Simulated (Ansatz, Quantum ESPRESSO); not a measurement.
# BaZrO3 (Pm-3m): third-order response, part 2 of 3

Aim: Raman and infrared lines of BaZrO3 (Pm-3m).

Quantum ESPRESSO 8.0 development, patched; DFT LDA, scalar-relativistic, plane waves, PseudoDojo norm-conserving pseudopotentials.

So far. Step 2 (A probe with smearing): A gap of 3.1 eV opens on this mesh, so the crystal is taken as an insulator; the start stands at -4.9 GPa. Step 4 (Ground state): The cell stands at -0.016 GPa, close enough for phonons. The relaxed cell has a = 4.150 Å (conventional setting).

## (5) Linear response at Γ

At q = 0 one unit cell holds all displacements; symmetry groups them into irreducible representations that are solved one by one. The response to a field gives ε∞ and the Born charges, which polar modes need. Third-order response adds the Raman tensors.

File ph.in:

```
phonons
&INPUTPH
  prefix = 'x'
  outdir = './tmp'
  fildyn = 'g.dyn'
  tr2_ph = 1.0d-18
  epsil  = .true.
  lraman = .true.
  elop   = .true.
/
0.000000000000 0.000000000000 0.000000000000
```

The run is started by

```
$ OMP_NUM_THREADS=1 mpirun -n 8 ph.x -nk 8 -in ph.in > ph.out
```

Log:

```text
[banners, grids, parts of the stress and lines that vanish by symmetry left out]
[banner, memory and clock lines left out]
Program PHONON v.8.0dev

[...]
(   1q-points):
[...]
Exchange-correlation= PW
                           (   1   4   0   0   0   0   0)
[...]
kinetic-energy cut-off    =      84.0000  Ry
     charge density cut-off    =     336.0000  Ry
     convergence threshold     =      1.0E-18
[...]
Exchange-correlation= PW
                           (   1   4   0   0   0   0   0)
[...]
q = (   0.0000000   0.0000000   0.0000000 )
     49 Sym.Ops. (with q -> -q+G )
     G cutoff =  523.3317  (  50181 G-vectors)     FFT grid: ( 45, 45, 45)
     number of k points=    35
[...]
Mode symmetry, O_h (m-3m)  point group:
[...]
Dielectric constant
[...]
End of electric fields calculation
          Dielectric constant in cartesian axis
          (       4.893899933       0.000000000       0.000000000 )
          (       0.000000000       4.893899933       0.000000000 )
          (       0.000000000       0.000000000       4.893899933 )
          Effective charges (d Force / dE) in cartesian axis without acoustic sum rule applied (asr)
           atom    1  Ba    Mean Z*:        2.73549
      Ex  (        2.73549        0.00000        0.00000 )
      Ey  (        0.00000        2.73549        0.00000 )
      Ez  (        0.00000        0.00000        2.73549 )
           atom    2  Zr    Mean Z*:        6.11050
      Ex  (        6.11050        0.00000        0.00000 )
      Ey  (        0.00000        6.11050        0.00000 )
      Ez  (        0.00000        0.00000        6.11050 )
           atom    3  O     Mean Z*:       -2.94892
      Ex  (       -4.79586        0.00000        0.00000 )
      Ey  (        0.00000       -2.02545        0.00000 )
      Ez  (        0.00000        0.00000       -2.02545 )
           atom    4  O     Mean Z*:       -2.94892
      Ex  (       -2.02545        0.00000        0.00000 )
      Ey  (        0.00000       -4.79586        0.00000 )
      Ez  (        0.00000        0.00000       -2.02545 )
           atom    5  O     Mean Z*:       -2.94892
      Ex  (       -2.02545        0.00000        0.00000 )
      Ey  (        0.00000       -2.02545        0.00000 )
      Ez  (        0.00000        0.00000       -4.79586 )
          Effective charges Sum: Mean:       -0.00075
[...]
Effective charges (d Force / dE) in cartesian axis with asr applied:
           atom    1  Ba    Mean Z*:        2.73565
[...]
atom    2  Zr    Mean Z*:        6.11065
[...]
atom    3  O     Mean Z*:       -2.94877
[...]
atom    4  O     Mean Z*:       -2.94877
[...]
atom    5  O     Mean Z*:       -2.94877
[...]
Dielectric constant from finite-differences
          (       4.893874321       0.000000000       0.000000000 )
          (       0.000000000       4.893874321       0.000000000 )
          (       0.000000000       0.000000000       4.893874321 )
[...]
(       0.000000000       0.000000000       0.000000000 )
          (       0.000000000       0.000000000      -0.000000000 )
          (       0.000000000      -0.000000000       0.000000000 )
          (       0.000000000       0.000000000       0.000000000 )
          (       0.000000000       0.000000000       0.000000000 )
          (       0.000000000       0.000000000       0.000000000 )
          (       0.000000000       0.000000000       0.000000000 )
          (       0.000000000       0.000000000       0.000000000 )
[...]
(       0.000000000       0.000000000       0.000000000 )
          (       0.000000000       0.000000000       0.000000000 )
          (       0.000000000       0.000000000       0.000000000 )
          (       0.000000000       0.000000000       0.000000000 )
          (       0.000000000       0.000000000       0.000000000 )
[...]
Representation #   1 modes #   1   2   3
[...]
End of self-consistent calculation
     Convergence has been achieved
     Representation #   2 modes #   4   5   6
[...]
End of self-consistent calculation
     Convergence has been achieved
     Representation #   3 modes #   7   8   9
[...]
End of self-consistent calculation
     Convergence has been achieved
     Representation #   4 modes #  10  11  12
[...]
End of self-consistent calculation
     Convergence has been achieved
     Representation #   5 modes #  13  14  15
[...]
End of self-consistent calculation
     Convergence has been achieved
[...]
Dielectric constant in cartesian axis
          (       4.893899933       0.000000000       0.000000000 )
          (       0.000000000       4.893899933       0.000000000 )
          (       0.000000000       0.000000000       4.893899933 )
          Effective charges (d Force / dE) in cartesian axis without acoustic sum rule applied (asr)
           atom    1  Ba    Mean Z*:        2.73549
      Ex  (        2.73549        0.00000        0.00000 )
      Ey  (        0.00000        2.73549        0.00000 )
      Ez  (        0.00000        0.00000        2.73549 )
           atom    2  Zr    Mean Z*:        6.11050
      Ex  (        6.11050        0.00000        0.00000 )
      Ey  (        0.00000        6.11050        0.00000 )
      Ez  (        0.00000        0.00000        6.11050 )
           atom    3  O     Mean Z*:       -2.94892
      Ex  (       -4.79586        0.00000        0.00000 )
      Ey  (        0.00000       -2.02545        0.00000 )
      Ez  (        0.00000        0.00000       -2.02545 )
           atom    4  O     Mean Z*:       -2.94892
      Ex  (       -2.02545        0.00000        0.00000 )
      Ey  (        0.00000       -4.79586        0.00000 )
      Ez  (        0.00000        0.00000       -2.02545 )
           atom    5  O     Mean Z*:       -2.94892
      Ex  (       -2.02545        0.00000        0.00000 )
      Ey  (        0.00000       -2.02545        0.00000 )
      Ez  (        0.00000        0.00000       -4.79586 )
          Effective charges Sum: Mean:       -0.00075
[...]
Effective charges (d Force / dE) in cartesian axis with asr applied:
           atom    1  Ba    Mean Z*:        2.73565
[...]
atom    2  Zr    Mean Z*:        6.11065
[...]
atom    3  O     Mean Z*:       -2.94877
[...]
atom    4  O     Mean Z*:       -2.94877
[...]
atom    5  O     Mean Z*:       -2.94877
[...]
q = (    0.000000000   0.000000000   0.000000000 )
[...]
freq (    1) =       0.030913 [THz] =       1.031133 [cm-1]
     freq (    2) =       0.030913 [THz] =       1.031133 [cm-1]
     freq (    3) =       0.030913 [THz] =       1.031133 [cm-1]
     freq (    4) =       2.929028 [THz] =      97.701868 [cm-1]
     freq (    5) =       2.929028 [THz] =      97.701868 [cm-1]
     freq (    6) =       2.929028 [THz] =      97.701868 [cm-1]
     freq (    7) =       5.188215 [THz] =     173.060230 [cm-1]
     freq (    8) =       5.188215 [THz] =     173.060230 [cm-1]
     freq (    9) =       5.188215 [THz] =     173.060230 [cm-1]
     freq (   10) =       5.839392 [THz] =     194.781167 [cm-1]
     freq (   11) =       5.839392 [THz] =     194.781167 [cm-1]
     freq (   12) =       5.839392 [THz] =     194.781167 [cm-1]
     freq (   13) =      15.728924 [THz] =     524.660442 [cm-1]
     freq (   14) =      15.728924 [THz] =     524.660442 [cm-1]
     freq (   15) =      15.728924 [THz] =     524.660442 [cm-1]
[...]
Mode symmetry, O_h (m-3m)  point group:
     freq (   1-   3) =          1.0  [cm-1]   --> T_1u G_15  G_4- I
     freq (   4-   6) =         97.7  [cm-1]   --> T_1u G_15  G_4- I
     freq (   7-   9) =        173.1  [cm-1]   --> T_2u G_25  G_5-
     freq (  10-  12) =        194.8  [cm-1]   --> T_1u G_15  G_4- I
     freq (  13-  15) =        524.7  [cm-1]   --> T_1u G_15  G_4- I
```

Elapsed: 25 min, on 8 MPI ranks of Intel Xeon at 2.70GHz, shared host.

This step gave:

* miss of the charge sum rule: 7.70e-4 e
* largest acoustic frequency at the zone centre before the sum rule: 1.03 cm⁻¹
* highest optical zone-centre mode (no LO-TO term): 524.7 cm⁻¹
* lowest optical zone-centre mode: 97.7 cm⁻¹
* mean high-frequency dielectric constant: 4.894
* largest Born charge in size (third of the trace): 6.111 e

Born charge (rows field, columns displacement), before the sum rule (e), principal values of the symmetric part by kind of site:

```csv
atom,atoms with these values,low,middle,high,mean
Ba1,1,2.74,2.74,2.74,2.74
Zr2,1,6.11,6.11,6.11,6.11
O3,3,-4.80,-2.03,-2.03,-2.95
```

In full for Zr2:

```
6.11 0.00 0.00
0.00 6.11 0.00
0.00 0.00 6.11
```

High-frequency dielectric tensor:

```
4.89 0.00 0.00
0.00 4.89 0.00
0.00 0.00 4.89
```

The acoustic modes at Γ come out as far as 1.0 cm⁻¹ from zero, where they should vanish, a small numerical error; the Born charges miss their sum rule by 7.7e-4 e, which is good.

## (6) Modes with the sum rule

A rigid shift of the crystal must cost nothing, but grids and finite bases break this; the acoustic sum rule is imposed before the matrix is diagonalised again. With Born charges the intensities follow, and the static dielectric tensor.

File dynmat.in:

```
&INPUT
  fildyn = 'g.dyn'
  asr    = 'simple'
  fileig = 'dynmat.eig'
  lperm  = .true.
/
```

The run is started by

```
$ dynmat.x -in dynmat.in > dynmat.out
```

Log:

```text
[banner, memory and clock lines left out]
Program DYNMAT v.8.0dev

     Reading Dynamical Matrix from file g.dyn
     ...Force constants read
     ...epsilon and Z* read
     ...Raman cross sections read
     A direction for q was not specified:TO-LO splitting will be absent

     Polarizability (A^3 units)
     multiply by 0.435167 for Clausius-Mossotti correction (not under assume_isolated = 'mt')
        22.139846    0.000000    0.000000
         0.000000   22.139846    0.000000
         0.000000    0.000000   22.139846

     IR activities are in (D/A)^2/amu units

# mode   [cm-1]    [THz]      IR
    1     -0.00   -0.0000    0.0000
    2      0.00    0.0000    0.0000
    3      0.00    0.0000    0.0000
    4     97.69    2.9286   12.7564
    5     97.69    2.9286   12.7564
    6     97.69    2.9286   12.7564
    7    173.04    5.1876    0.0000
    8    173.04    5.1876    0.0000
    9    173.04    5.1876    0.0000
   10    194.77    5.8392   20.8218
   11    194.77    5.8392   20.8218
   12    194.77    5.8392   20.8218
   13    524.66   15.7289   22.1176
   14    524.66   15.7289   22.1176
   15    524.66   15.7289   22.1176

Electronic dielectric permittivity tensor (relative, adimensional)
         4.893900    0.000000    0.000000
         0.000000    4.893900    0.000000
         0.000000    0.000000    4.893900

 ... with zone-center polar mode contributions
        63.579671    0.000000    0.000000
         0.000000   63.579671    0.000000
         0.000000    0.000000   63.579671

[end of the log left out, with the tail of the file of modes that dynmat.x writes under the same name]
```

Run time: 0.7 s. Hardware: 1 thread.

Numbers from this step:

```yaml
lowest_optical_zone_centre_mode: 97.69 cm⁻¹
mean_static_dielectric_constant: 63.58
```

Unit eigenvectors of the mass-weighted matrix after the sum rule; no LO-TO term. Modes at Γ, with each element's share of the kinetic energy:

```csv
mode,frequency (cm⁻¹),symmetry,Ba %,Zr %,O %
1,0.0,acoustic,50,33,17
2,0.0,acoustic,50,33,17
3,0.0,acoustic,50,33,17
4,97.7,T1u,42,9,49
5,97.7,T1u,42,9,49
6,97.7,T1u,42,9,49
7,173.0,T2u,0,0,100
8,173.0,T2u,0,0,100
9,173.0,T2u,0,0,100
10,194.8,T1u,8,56,36
11,194.8,T1u,8,56,36
12,194.8,T1u,8,56,36
13,524.7,T1u,0,3,97
14,524.7,T1u,0,3,97
15,524.7,T1u,0,2,97
```

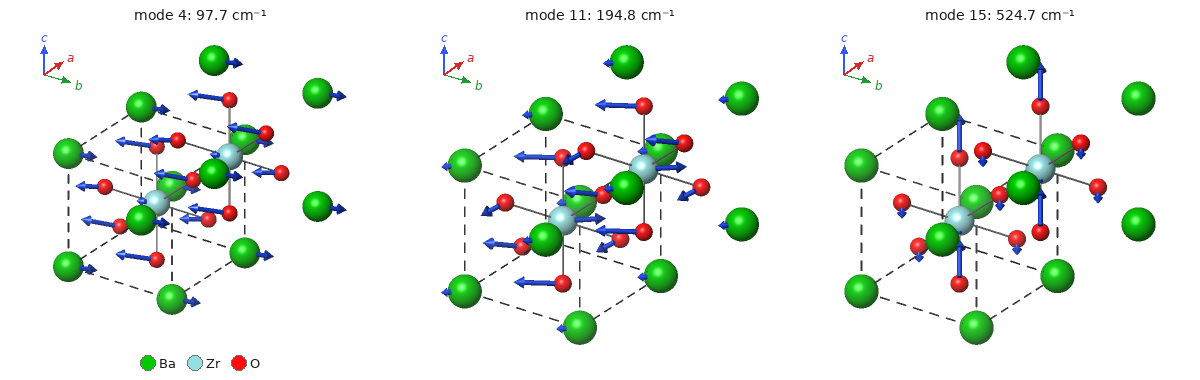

Displacement patterns of modes 4, 11 and 15 at Γ; arrows are exaggerated. 2×1×1 cells are drawn. Some periodic images of atoms are drawn too.

Degenerate modes summed, no LO-TO term. Lines of the infrared spectrum (strongest = 100):

```csv
position (cm⁻¹),lines merged,label,"IR intensity, relative"
98,3,T1u,58
173,3,T2u,0.0
195,3,T1u,94
525,3,T1u,100
```

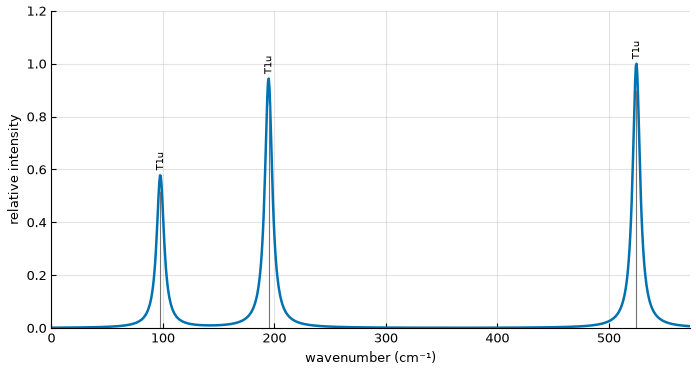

The infrared spectrum, broadened with Lorentzians of width 8 cm⁻¹; bars mark the lines.

Static dielectric tensor (ions relaxed, fixed cell):

```
63.58  0.00  0.00
 0.00 63.58  0.00
 0.00  0.00 63.58
```

The rule moves no optical mode by more than 0.1 cm⁻¹.

## (7) Sum rules set otherwise: a sum rule for molecules or wires on a crystal

This rule also removes rotations, which suits molecules and not a crystal; it is tried to see the harm.

File dynmat.in:

```
&INPUT
  fildyn = 'g.dyn'
  asr    = 'zero-dim'
  fileig = 'dynmat.eig'
  lperm  = .true.
/
```

The run is started by

```
$ dynmat.x -in dynmat.in > dynmat.out
```

Log:

```text
[banner, memory and clock lines left out]
Program DYNMAT v.8.0dev

     Reading Dynamical Matrix from file g.dyn
     ...Force constants read
     ...epsilon and Z* read
     ...Raman cross sections read
     Warning: this looks like a crystal, not a molecule in a box: use asr = 'crystal'
     Acoustic Sum Rule: || Z*(ASR) - Z*(orig)|| =    5.846717E-04
     Acoustic Sum Rule: ||dyn(ASR) - dyn(orig)||=    2.717096E-01
     Message from routine dynmat:
     WARNING: the charges keep any dipole. Ignore the strengths of the modes set to zero; with q typed a rigid rotation may get a frequency
     A direction for q was not specified:TO-LO splitting will be absent

     Polarizability (A^3 units)
     multiply by 0.435167 for Clausius-Mossotti correction (not under assume_isolated = 'mt')
        22.139846    0.000000    0.000000
         0.000000   22.139846    0.000000
         0.000000    0.000000   22.139846

     IR activities are in (D/A)^2/amu units

# mode   [cm-1]    [THz]      IR
    1     -0.00   -0.0000    0.0026
    2     -0.00   -0.0000    0.1350
    3     -0.00   -0.0000    0.0748
    4      0.00    0.0000    0.0226
    5      0.00    0.0000    0.0061
    6      0.00    0.0000    0.1285
    7     97.70    2.9288   12.7553
    8    128.13    3.8412   22.5841
    9    128.13    3.8412   22.5841
   10    194.78    5.8393   20.8232
   11    220.88    6.6219    7.5310
   12    220.88    6.6219    7.5310
   13    477.10   14.3030   25.3959
   14    477.10   14.3030   25.3959
   15    524.66   15.7289   22.1173

Electronic dielectric permittivity tensor (relative, adimensional)
         4.893900    0.000000    0.000000
         0.000000    4.893900    0.000000
         0.000000    0.000000    4.893900

 ... with zone-center polar mode contributions
        57.121298    3.224161    3.224161
         3.224161   57.121298    3.224161
         3.224161    3.224161   57.121298

[end of the log left out, with the tail of the file of modes that dynmat.x writes under the same name]
```

Run time: 0.68 s. Hardware: 1 thread.

The run ended normally, but on settings that are not sound.

The fault: a sum rule for molecules or wires on a crystal; 3 optical modes are projected out to zero frequency, as if they were rotations, and the static dielectric tensor is spoilt.

For a crystal the rule has to be 'simple' or 'crystal'.

Zone-centre frequencies as printed; negative means imaginary. Modes:

```csv
mode,frequency (cm⁻¹)
1,0
2,0
3,0
4,0
5,0
6,0
7,97.7
8,128.1
9,128.1
10,194.8
11,220.9
12,220.9
13,477.1
14,477.1
15,524.7
```

## (8) Sum rules set otherwise (asr no)

Without the rule the raw error of the acoustic modes shows.

File dynmat.in:

```
&INPUT
  fildyn = 'g.dyn'
  asr    = 'no'
  fileig = 'dynmat.eig'
  lperm  = .true.
/
```

The run is started by

```
$ dynmat.x -in dynmat.in > dynmat.out
```

Log:

```text
[banner, memory and clock lines left out]
Program DYNMAT v.8.0dev

     Reading Dynamical Matrix from file g.dyn
     ...Force constants read
     ...epsilon and Z* read
     ...Raman cross sections read
     A direction for q was not specified:TO-LO splitting will be absent

     Polarizability (A^3 units)
     multiply by 0.435167 for Clausius-Mossotti correction (not under assume_isolated = 'mt')
        22.139846    0.000000    0.000000
         0.000000   22.139846    0.000000
         0.000000    0.000000   22.139846

     IR activities are in (D/A)^2/amu units

# mode   [cm-1]    [THz]      IR
    1      1.03    0.0309    0.0000
    2      1.03    0.0309    0.0000
    3      1.03    0.0309    0.0000
    4     97.70    2.9290   12.7552
    5     97.70    2.9290   12.7552
    6     97.70    2.9290   12.7552
    7    173.06    5.1882    0.0000
    8    173.06    5.1882    0.0000
    9    173.06    5.1882    0.0000
   10    194.78    5.8394   20.8261
   11    194.78    5.8394   20.8261
   12    194.78    5.8394   20.8261
   13    524.66   15.7289   22.1178
   14    524.66   15.7289   22.1178
   15    524.66   15.7289   22.1178

Electronic dielectric permittivity tensor (relative, adimensional)
         4.893900    0.000000    0.000000
         0.000000    4.893900    0.000000
         0.000000    0.000000    4.893900

 ... with zone-center polar mode contributions
        63.565429   -0.000000   -0.000000
        -0.000000   63.565429   -0.000000
        -0.000000   -0.000000   63.565429

[end of the log left out, with the tail of the file of modes that dynmat.x writes under the same name]
```

Run time: 0.66 s. Hardware: 1 thread.

Read from the output:

| Quantity | Value |
| --- | --- |
| lowest optical zone-centre mode | 97.7 cm⁻¹ |
| mean static dielectric constant | 63.57 |

Zone-centre frequencies as printed; negative means imaginary. Modes:

```csv
mode,frequency (cm⁻¹)
1,1.03
2,1.03
3,1.03
4,97.7
5,97.7
6,97.7
7,173.1
8,173.1
9,173.1
10,194.8
11,194.8
12,194.8
13,524.7
14,524.7
15,524.7
```

Against the first rule no mode moves by more than 1.1 cm⁻¹.

## (9) Modes along a direction of q (1 0 0)

A longitudinal polar mode sets up a macroscopic field that stiffens it; the term hangs on the direction from which q goes to zero.

File dynmat.in:

```
&INPUT
  fildyn = 'g.dyn'
  asr    = 'simple'
  fileig = 'dynmat.eig'
  q(1)   = 1.0
  q(2)   = 0.0
  q(3)   = 0.0
/
```

The run is started by

```
$ dynmat.x -in dynmat.in > dynmat.out
```

Log:

```text
[banner, memory and clock lines left out]
Program DYNMAT v.8.0dev

     Reading Dynamical Matrix from file g.dyn
     ...Force constants read
     ...epsilon and Z* read
     ...Raman cross sections read

     Polarizability (A^3 units)
     multiply by 0.435167 for Clausius-Mossotti correction (not under assume_isolated = 'mt')
        22.139846    0.000000    0.000000
         0.000000   22.139846    0.000000
         0.000000    0.000000   22.139846

     IR activities are in (D/A)^2/amu units

# mode   [cm-1]    [THz]      IR
    1      0.00    0.0000    0.0000
    2      0.00    0.0000    0.0000
    3      0.00    0.0000    0.0000
    4     97.69    2.9286   12.7564
    5     97.69    2.9286   12.7564
    6    137.82    4.1318    0.1336
    7    173.04    5.1876    0.0000
    8    173.04    5.1876    0.0000
    9    173.04    5.1876    0.0000
   10    194.77    5.8392   20.8218
   11    194.77    5.8392   20.8218
   12    365.65   10.9619    6.3971
   13    524.66   15.7289   22.1176
   14    524.66   15.7289   22.1176
   15    713.98   21.4047   49.1652

[end of the log left out, with the tail of the file of modes that dynmat.x writes under the same name]
```

Run time: 0.68 s. Hardware: 1 thread.

Read from the output:

| Property | Result |
| --- | --- |
| highest mode moved by the LO-TO term | 714.0 cm⁻¹ |

Zone-centre frequencies as printed; negative means imaginary. Modes:

```csv
mode,frequency (cm⁻¹)
1,0
2,0
3,0
4,97.69
5,97.69
6,137.8
7,173
8,173
9,173
10,194.8
11,194.8
12,365.6
13,524.7
14,524.7
15,714
```

The field moves 3 modes; the highest of them now lies at 714 cm⁻¹, where the highest that moved away lay at 525.

(Part 2 of 3 ends here.)

[Host names and launcher messages were left out of these logs when they were recorded.]

[Logs are printed without paths, hosts, clocks, repeated set-up lines and the standing remarks that a program may print on its own settings, such as how far it seeks lower states.]

[Hosts, paths, dates, database ids (printed as entryN), source tags and the programs' standing remarks are cut or masked in the printed files.]
